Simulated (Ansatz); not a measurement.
Partial pair distribution functions of a relaxed model of amorphous Ga$_{24}$O$_{37}$Zn, broadened by 0.06 Å; density 5.05 g/cm³. Level of theory: PBE, scalar-relativistic without spin-orbit coupling (plane waves to 420 eV, PAW; Ansatz, a quantum-chemistry and plane-wave program).

It comes from a melt-quench run on a machine-learned potential (CHGNet), relaxed afterwards by DFT. O atoms were pushed apart under 1.9 Å during the dynamics, to hinder bonds among them. The hot cell started wider than the set density and was brought back towards it in steps. It is the lowest in DFT energy of 2 quenches. It is a model cell: composition and starting density were chosen by hand, and all elements were melted together. No dispersion term was used. Its density started from a set value of 5.01 and ended at 5.05 g/cm³. The simulated quench (nominally 330 K/ps over its main leg) is rapid and tends to freeze in more defects than a deposited or slowly cooled glass has. A cell of this size samples the disorder only roughly. Volume and shape were free in the relaxation. Cycles of charging lowered its energy after that relaxation.

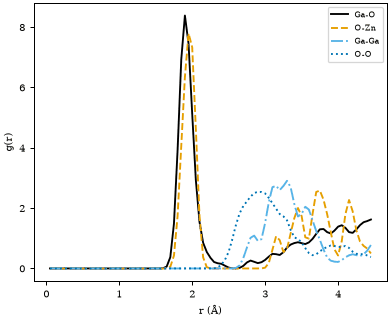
Fig. 1. Partial pair distribution functions

Highest peaks under 4.5 Å: Ga-O near 1.90 Å, O-Zn near 1.95 Å, Ga-Ga near 3.30 Å, O-O near 2.90 Å; pairs of few atoms are noisy.

Within 2.52 Å each Ga has 4.62 O neighbours on average.
